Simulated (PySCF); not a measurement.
# C₅H₆: excited states, first hyperpolarisability

Wanted: excited states, first hyperpolarisability for C₅H₆ (`C#CC(=C)C`).

Programs: PySCF 2.14.0, with routines of our own; each step states its level. All values are computed. Atoms count from 0.

## (1) The system as given

11 atoms, charge 0, multiplicity 1; geometry from: GFN2-xTB.

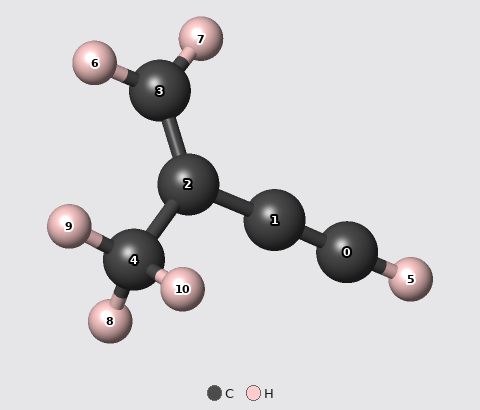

The starting geometry (carbon dark grey, hydrogen pink).

## (2) Optimising the geometry at PBE0-D3(BJ)/def2-TZVP

The job: settings as JSON, then the geometry in Å.

```
{"job": {"xc": "PBE0", "basis": "def2-TZVP", "d3": "d3bj", "grid": 2, "kind": "geom"}, "charge": 0, "multiplicity": 1}
C      1.832684    -1.327722    -0.909251
C      1.003012    -0.633604    -0.388803
C     -0.001255     0.174075     0.203298
C      0.277711     0.963666     1.236637
C     -1.361720     0.064683    -0.418526
H      2.567699    -1.928872    -1.355299
H     -0.477832     1.581281     1.692087
H      1.267218     1.015523     1.657630
H     -1.317093     0.348358    -1.469557
H     -2.070141     0.710126     0.094196
H     -1.714859    -0.964842    -0.368376
```

Run with:

```
> OMP_NUM_THREADS=1 python excited_run.py task.json out
```

One launch serves the whole session: the jobs run in the order shown.

Standard output:

```text
step   0  E = -193.88375388  max force = 0.008402
step   1  E = -193.88415702  max force = 0.001945
step   2  E = -193.88416225  max force = 0.000427
optimisation converged
```

Wall time 19 s (1 thread of AMD EPYC 9R14, shared host); peak memory 0.79 GiB.

The steps of the relaxation:

| step | energy from step 0 (eV) | largest force component (eV/Å) |
| --- | --- | --- |
| 0 | 0.0000 | 0.4320 |
| 1 | -0.0110 | 0.1000 |
| 2 | -0.0111 | 0.0220 |

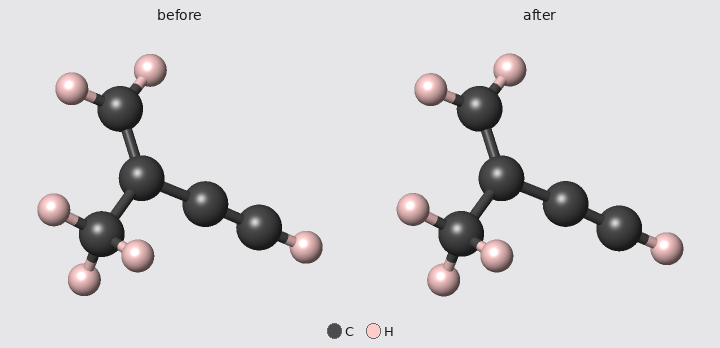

Before and after, at one scale.

Distances of close pairs at the start and the end, largest changes first:

| bond | before (Å) | after (Å) | change (Å) |
| --- | --- | --- | --- |
| C0–H5 | 1.049 | 1.064 | +0.015 |
| C1–C2 | 1.418 | 1.426 | +0.007 |
| C3–H6 | 1.077 | 1.084 | +0.007 |
| C3–H7 | 1.077 | 1.082 | +0.006 |
| C2–C3 | 1.330 | 1.335 | +0.005 |
| C4–H8 | 1.090 | 1.093 | +0.003 |
| C4–H10 | 1.090 | 1.093 | +0.003 |
| C4–H9 | 1.087 | 1.090 | +0.003 |

The final coordinates are the input of the step that follows.

| at the end point | value |
| --- | --- |
| point group (found at 0.08 Å tolerance) | Cs |
| rotational constants (GHz, main isotopes) | 9.459, 4.054, 2.888 |
| dipole moment (D) | 0.54 |

## (3) Excited states: TDA CAM-B3LYP/def2-TZVPD

The job: settings as JSON, then the geometry in Å.

```
{"job": {"kind": "states", "xc": "CAM-B3LYP", "basis": "def2-TZVPD", "tda": true, "soc": true, "nstates": 6, "ntriplets": 5, "nquad": 4}, "charge": 0, "multiplicity": 1}
C      1.853250    -1.355079    -0.916601
C      1.035695    -0.653205    -0.381466
C      0.020231     0.155398     0.208143
C      0.291921     0.948965     1.246521
C     -1.343243     0.052430    -0.407532
H      2.594317    -1.967287    -1.372899
H     -0.482900     1.562000     1.691789
H      1.286550     1.002328     1.670140
H     -1.309565     0.330826    -1.463879
H     -2.050828     0.703289     0.106555
H     -1.709499    -0.976193    -0.359546
```

Level: TDA CAM-B3LYP/def2-TZVPD excited states, vertical, gas phase, spin-orbit mean-field couplings.

Standard output:

```text
coarse grid: 9152 points
cycle   1  E = -193.9835336112  dE =  6.444e-01  |g| = 3.368e-01  |ddm| = 4.474e+00
cycle   2  E = -194.0014211961  dE = -1.789e-02  |g| = 2.262e-01  |ddm| = 1.331e+00
cycle   3  E = -194.0131047608  dE = -1.168e-02  |g| = 3.752e-02  |ddm| = 3.371e-01
cycle   4  E = -194.0132780815  dE = -1.733e-04  |g| = 2.782e-02  |ddm| = 7.000e-02
cycle   5  E = -194.0134602161  dE = -1.821e-04  |g| = 5.301e-03  |ddm| = 3.444e-02
cycle   6  E = -194.0134653913  dE = -5.175e-06  |g| = 2.498e-03  |ddm| = 8.343e-03
final grid: 88272 points
cycle   7  E = -194.0090813072  dE = -2.386e-05  |g| = 5.262e-03  |ddm| = 1.793e-01
cycle   8  E = -194.0090747512  dE =  6.556e-06  |g| = 7.395e-03  |ddm| = 1.728e-02
cycle   9  E = -194.0090879002  dE = -1.315e-05  |g| = 1.053e-03  |ddm| = 7.244e-03
cycle  10  E = -194.0090881379  dE = -2.377e-07  |g| = 1.775e-04  |ddm| = 1.087e-03
cycle  11  E = -194.0090881438  dE = -5.876e-09  |g| = 9.333e-05  |ddm| = 5.750e-04
cycle  12  E = -194.0090881460  dE = -2.215e-09  |g| = 1.522e-05  |ddm| = 1.425e-04
cycle  13  E = -194.0090881461  dE = -6.088e-11  |g| = 4.815e-06  |ddm| = 3.654e-05
converged SCF energy = -194.0090881461

Singlet excitations
state   eV       nm        f     d(h-e)  d(exc)  Lambda  PR(NTO)  |dmu|/D   mu/D   main configurations
  1   5.6402   219.8   0.00001   0.990   2.652   0.394   1.029    3.005    2.730   H-1->L 0.93
  2   5.9179   209.5   0.27735   0.401   2.719   0.773   1.468    1.115    0.985   H->L 0.73, H-1->L+4 0.10
  3   6.3051   196.6   0.00000   0.456   2.903   0.349   1.066    1.648    2.029   H->L+4 0.50, H->L+1 0.18, H->L+3 0.15
  4   6.4761   191.4   0.00032   0.261   3.656   0.315   1.065    0.759    0.237   H->L+1 0.74, H->L+4 0.11
  5   7.2082   172.0   0.04583   0.104   4.190   0.254   1.102                     H->L+2 0.86
  6   7.4701   166.0   0.00991   0.793   4.189   0.295   1.029                     H->L+3 0.72, H->L+4 0.15

Triplet excitations (Tamm-Dancoff)
state   eV     d(h-e)  d(exc)  Lambda  PR(NTO)   main configurations
  1   3.5367   0.055   2.485   0.820   1.067   H->L 0.93
  2   5.2563   0.727   2.521   0.388   1.244   H-1->L 0.81
  3   5.5509   0.123   2.081   0.633   2.550   H-2->L 0.38, H-1->L+4 0.28
  4   5.9213   0.150   2.147   0.629   2.234   H-1->L+4 0.37, H-2->L 0.31
  5   6.0379   0.321   2.638   0.363   1.263   H->L+4 0.50, H->L+3 0.13, H-1->L 0.10
S1 - T1 = 2.1035 eV

Spin-orbit couplings |<S|Hso|T>| (cm-1)
             T1       T2       T3       T4       T5
S0        0.007    4.376    0.004    0.045    3.104
S1        6.980    0.032    1.424   12.260    0.010
S2        0.006   17.891    0.070    0.060    6.897
S3        6.069    0.042    1.800   13.615    0.039
S4        2.718    0.154    0.724    6.737    0.262
S5        0.631    0.428    0.202    0.280    1.646
S6        2.376    0.038    0.620    1.736    0.385
T1 sublevels (cm-1): 0.000 0.000 0.002   radiative rates (1/s): 0.000163 3.13e-06 0.0466
```

Wall time 23 s (1 thread of AMD EPYC 9R14, shared host); peak memory 0.83 GiB.

From this job:

| quantity | value |
| --- | --- |
| S1 less T1 | 2.10 eV |

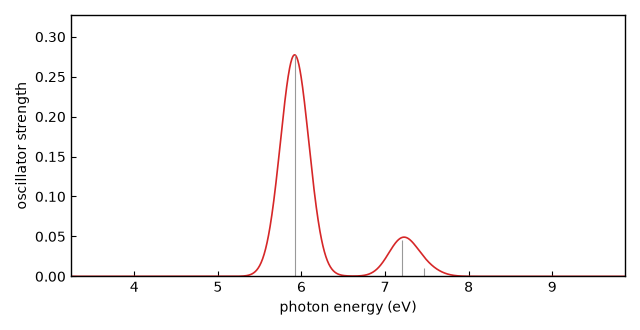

Absorption lines of the singlets. Lines are broadened to a width of 0.40 eV (Gaussian).

Orbitals, density, ELF and potential are computed afterwards from the orbital file.

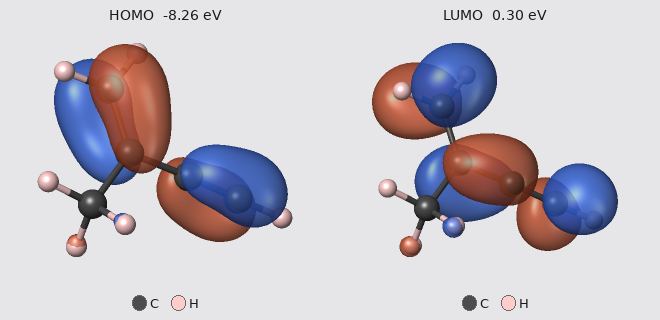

CAM-B3LYP/def2-TZVPD orbitals near the gap, drawn at the value that encloses 70 % of each; the two colours are the two signs.

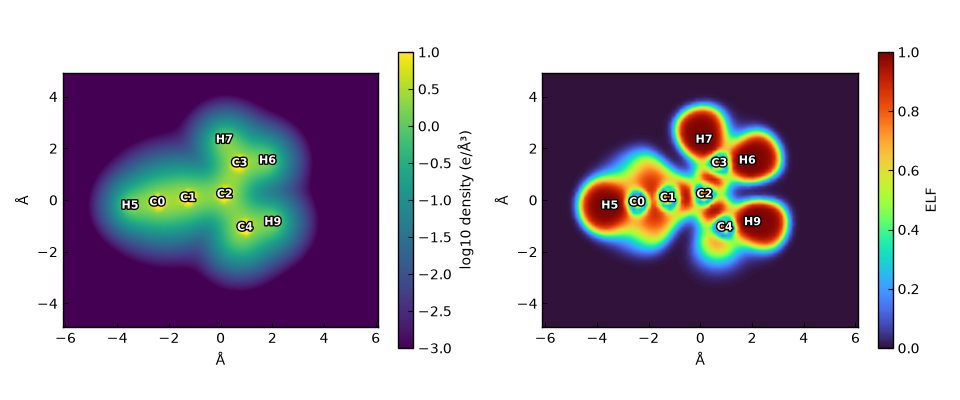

Density (left) and ELF (right) in a plane through or near 9 of the atoms.

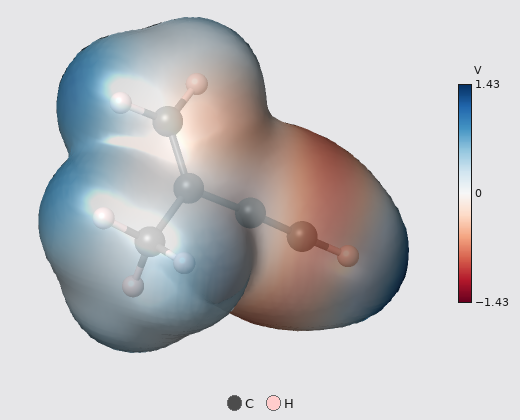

The potential that a unit positive charge feels on the 0.002 e/bohr³ surface, from -0.80 V near C0 to 1.43 V near H5.

## (4) Excited states: TDDFT CAM-B3LYP/def2-TZVPD

Settings changed since step 3:

```diff
@@ -1,2 +1,2 @@
-{"job": {"kind": "states", "xc": "CAM-B3LYP", "basis": "def2-TZVPD", "tda": true, "soc": true, "nstates": 6, "ntriplets": 5, "nquad": 4}, "charge": 0, "multiplicity": 1}
+{"job": {"kind": "states", "xc": "CAM-B3LYP", "basis": "def2-TZVPD", "tpa": true, "nstates": 8, "nquad": 6, "ntriplets": 0}, "charge": 0, "multiplicity": 1}
 C      1.853250    -1.355079    -0.916601
```

With the program's defaults for keys left out, this is: TDDFT CAM-B3LYP/def2-TZVPD excited states, vertical, gas phase, two-photon moments by quadratic response.

Standard output:

```text
coarse grid: 9152 points
cycle   1  E = -193.9835336112  dE =  6.444e-01  |g| = 3.368e-01  |ddm| = 4.474e+00
cycle   2  E = -194.0014211961  dE = -1.789e-02  |g| = 2.262e-01  |ddm| = 1.331e+00
cycle   3  E = -194.0131047608  dE = -1.168e-02  |g| = 3.752e-02  |ddm| = 3.371e-01
cycle   4  E = -194.0132780815  dE = -1.733e-04  |g| = 2.782e-02  |ddm| = 7.000e-02
cycle   5  E = -194.0134602161  dE = -1.821e-04  |g| = 5.301e-03  |ddm| = 3.444e-02
cycle   6  E = -194.0134653913  dE = -5.175e-06  |g| = 2.498e-03  |ddm| = 8.343e-03
final grid: 88272 points
cycle   7  E = -194.0090813072  dE = -2.386e-05  |g| = 5.262e-03  |ddm| = 1.793e-01
cycle   8  E = -194.0090747512  dE =  6.556e-06  |g| = 7.395e-03  |ddm| = 1.728e-02
cycle   9  E = -194.0090879002  dE = -1.315e-05  |g| = 1.053e-03  |ddm| = 7.244e-03
cycle  10  E = -194.0090881379  dE = -2.377e-07  |g| = 1.775e-04  |ddm| = 1.087e-03
cycle  11  E = -194.0090881438  dE = -5.876e-09  |g| = 9.333e-05  |ddm| = 5.750e-04
cycle  12  E = -194.0090881460  dE = -2.215e-09  |g| = 1.522e-05  |ddm| = 1.425e-04
cycle  13  E = -194.0090881461  dE = -6.088e-11  |g| = 4.815e-06  |ddm| = 3.654e-05
converged SCF energy = -194.0090881461

Singlet excitations
state   eV       nm        f     d(h-e)  d(exc)  Lambda  PR(NTO)  |dmu|/D   mu/D   delta(TPA)   sigma/GM   main configurations
  1   5.6173   220.7   0.00002   0.999   2.660   0.394   1.021    2.987    2.713        0.24      0.003   H-1->L 0.93
  2   5.7133   217.0   0.25807   0.360   2.720   0.776   1.446    1.049    0.947       17.45      0.209   H->L 0.84
  3   6.2880   197.2   0.00001   0.477   2.862   0.351   1.081    1.740    2.117       23.39      0.339   H->L+4 0.51, H->L+3 0.15, H->L+1 0.15
  4   6.4698   191.6   0.00031   0.270   3.687   0.313   1.062    0.840    0.333       73.03      1.120   H->L+1 0.77, H->L+4 0.09
  5   7.2039   172.1   0.04322   0.103   4.193   0.254   1.102    0.678    1.201        4.07      0.077   H->L+2 0.86
  6   7.3536   168.6   0.23587   0.337   2.470   0.680   2.361    1.201    1.669       26.65      0.528   H-2->L 0.48, H-1->L+4 0.22, H->L 0.10
  7   7.4680   166.0   0.00947   0.791   4.190   0.295   1.029                                            H->L+3 0.72, H->L+4 0.15
  8   7.5214   164.8   0.08796   0.162   3.550   0.246   1.016                                            H-1->L+1 0.73, H-1->L+2 0.22
```

It took 22 s on 1 thread of AMD EPYC 9R14, shared host; peak memory 0.83 GiB.

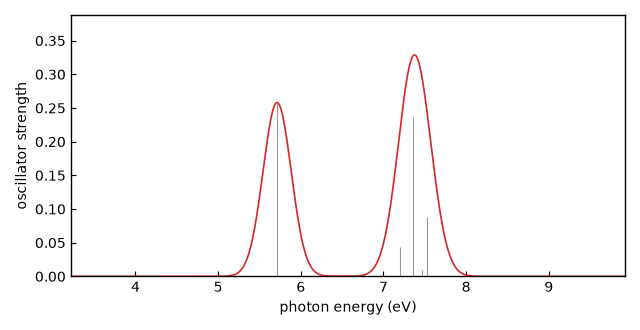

Absorption lines of the singlets. Lines are broadened to a width of 0.40 eV (Gaussian).

## (5) First hyperpolarisability: quadratic response CAM-B3LYP/def2-TZVPD

Settings changed since step 4:

```diff
@@ -1,2 +1,2 @@
-{"job": {"kind": "states", "xc": "CAM-B3LYP", "basis": "def2-TZVPD", "tpa": true, "nstates": 8, "nquad": 6, "ntriplets": 0}, "charge": 0, "multiplicity": 1}
+{"job": {"kind": "beta", "xc": "CAM-B3LYP", "basis": "def2-TZVPD"}, "charge": 0, "multiplicity": 1}
 C      1.853250    -1.355079    -0.916601
```

With the program's defaults for keys left out, this is: quadratic response CAM-B3LYP/def2-TZVPD first hyperpolarisability, Taylor convention, gas phase.

Standard output:

```text
coarse grid: 9152 points
cycle   1  E = -193.9835336112  dE =  6.444e-01  |g| = 3.368e-01  |ddm| = 4.474e+00
cycle   2  E = -194.0014211961  dE = -1.789e-02  |g| = 2.262e-01  |ddm| = 1.331e+00
cycle   3  E = -194.0131047608  dE = -1.168e-02  |g| = 3.752e-02  |ddm| = 3.371e-01
cycle   4  E = -194.0132780815  dE = -1.733e-04  |g| = 2.782e-02  |ddm| = 7.000e-02
cycle   5  E = -194.0134602161  dE = -1.821e-04  |g| = 5.301e-03  |ddm| = 3.444e-02
cycle   6  E = -194.0134653913  dE = -5.175e-06  |g| = 2.498e-03  |ddm| = 8.343e-03
final grid: 88272 points
cycle   7  E = -194.0090813072  dE = -2.386e-05  |g| = 5.262e-03  |ddm| = 1.793e-01
cycle   8  E = -194.0090747512  dE =  6.556e-06  |g| = 7.395e-03  |ddm| = 1.728e-02
cycle   9  E = -194.0090879002  dE = -1.315e-05  |g| = 1.053e-03  |ddm| = 7.244e-03
cycle  10  E = -194.0090881379  dE = -2.377e-07  |g| = 1.775e-04  |ddm| = 1.087e-03
cycle  11  E = -194.0090881438  dE = -5.876e-09  |g| = 9.333e-05  |ddm| = 5.750e-04
cycle  12  E = -194.0090881460  dE = -2.215e-09  |g| = 1.522e-05  |ddm| = 1.425e-04
cycle  13  E = -194.0090881461  dE = -6.088e-11  |g| = 4.815e-06  |ddm| = 3.654e-05
converged SCF energy = -194.0090881461

Lowest singlets (eV, f): 5.6173 0.0000  5.7133 0.2581  6.2880 0.0000

First hyperpolarisability (au)
process     nm      |vector|   parallel      HRS      DR
static         -       39.71       16.8      16.11   5.366
shg       1907.0       42.40      16.86      17.15   5.486
eope      1907.0       40.56      16.83          -       -
shg       1064.0       50.27      16.66      20.26   5.639
eope      1064.0       42.61      16.86          -       -
```

Wall time 20 s (1 thread of AMD EPYC 9R14, shared host); peak memory 0.83 GiB.

## (6) What came out

| quantity | value |
| --- | --- |
| point group | Cs |
| rotational constants (main isotopes) | 9.46, 4.05, 2.89 GHz |
| S1 less T1 (step 3, TDA CAM-B3LYP/def2-TZVPD) | 2.10 eV |
| surface potential, least and greatest | -0.80 V and 1.43 V |
| β vector (step 5, quadratic response CAM-B3LYP/def2-TZVPD) | static 40, SHG 1907.0 nm 42, SHG 1064.0 nm 50 au |

**Reading.** The optimisation took 2 steps and gained 0.011 eV; among the close pairs (by a distance rule), C0–H5 changed most, from 1.049 to 1.064 Å. No frequency check was run at this level, so the end point may be a saddle. In step 3, the number of triplets below S1 is 3, and the largest singlet-triplet spin-orbit coupling is S2–T2, 17.89 cm⁻¹. β grows from 40 au (static) to 50 au for doubling at 1064.0 nm: normal dispersion, which grows as twice the photon energy moves toward the bright states.
